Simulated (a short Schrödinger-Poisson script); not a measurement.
Structure: gated Al0.33Ga0.67N/GaN polarisation-induced gas, at 300 K.

| layer | material | thickness (nm) | Na (cm⁻³) |
|---|---|---|---|
| 1 | Al0.33Ga0.67N | 30 | - |
| 2 | GaN | 6000 | 1e15 |

The device is made up for the run: typed textbook-type constants, with dimensions and the other settings drawn at random. Al0.33Ga0.67N: permittivity 9.3, conduction-band edge (eV) 0.462, gap (eV) 4.09, electron mass (mₑ) 0.24, Nv at 300 K (cm⁻³) 4.6e19. GaN: permittivity 9.5, conduction-band edge (eV) 0, gap (eV) 3.43, Nv at 300 K (cm⁻³) 4.6e19.

Channel valleys (confinement mass, in-plane density-of-states mass, number): Γ 0.2, 0.2, 1. At the gate the conduction-band edge of layer 1 lies 1.47 eV − eVg above the Fermi level of the channel; the field vanishes at the back. Sheet of polarisation charge: +1.6e13 e/cm² at 30 nm from the gate. The barrier under the gate holds no holes. Gaps are held at their typed values at every temperature. Mesh 0.08 nm at interfaces.

Solved with a short Schrödinger-Poisson script written for these runs: 1D Poisson equation in equilibrium, electrons quantum, Hartree plus LDA exchange-correlation (BenDaniel-Duke, 40 states a valley, the channel's in-plane mass for all, wave functions free to enter the barrier), parabolic valleys, classical holes, full ionisation, no traps, pinning or gate leakage.

Only gate voltages with over 1e8 electrons/cm² are shown.

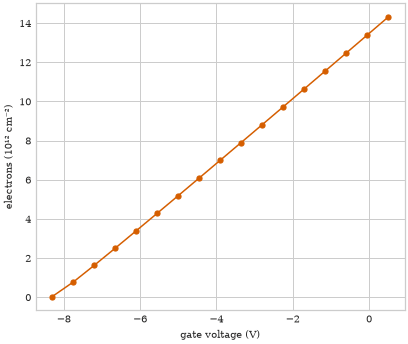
Figure: Sheet density against gate voltage

| Vg (V) | electrons (cm⁻²) | in the channel layer | C (μF/cm²) | Γ E0 (meV) | Γ E1 (meV) |
|---|---|---|---|---|---|
| 0.5 | 1.43e13 | 1.29e13 | 0.269 | -151.4 | 4.8 |
| -0.05 | 1.34e13 | 1.22e13 | 0.268 | -142.1 | 8.3 |
| -0.6 | 1.25e13 | 1.15e13 | 0.267 | -132.7 | 11.7 |
| -1.15 | 1.16e13 | 1.07e13 | 0.267 | -123.1 | 15.1 |
| -1.7 | 1.06e13 | 9.95e12 | 0.266 | -113.4 | 18.5 |
| -2.25 | 9.72e12 | 9.16e12 | 0.266 | -103.6 | 21.9 |
| -2.8 | 8.81e12 | 8.36e12 | 0.265 | -93.7 | 25.4 |
| -3.35 | 7.90e12 | 7.54e12 | 0.265 | -83.6 | 28.9 |
| -3.9 | 7.00e12 | 6.72e12 | 0.264 | -73.2 | 32.4 |
| -4.45 | 6.09e12 | 5.88e12 | 0.263 | -62.6 | 36.0 |
| -5 | 5.19e12 | 5.04e12 | 0.262 | -51.6 | 39.8 |
| -5.55 | 4.29e12 | 4.19e12 | 0.261 | -40.0 | 43.8 |
| -6.1 | 3.40e12 | 3.33e12 | 0.260 | -27.4 | 48.2 |
| -6.65 | 2.51e12 | 2.47e12 | 0.257 | -13.1 | 53.6 |
| -7.2 | 1.63e12 | 1.62e12 | 0.253 | 4.5 | 60.9 |
| -7.75 | 7.78e11 | 7.73e11 | 0.243 | 30.7 | 74.2 |
| -8.3 | 3.77e10 | 3.77e10 | 0.123 | 119.4 | 144.3 |

Subbands count from the Fermi level.
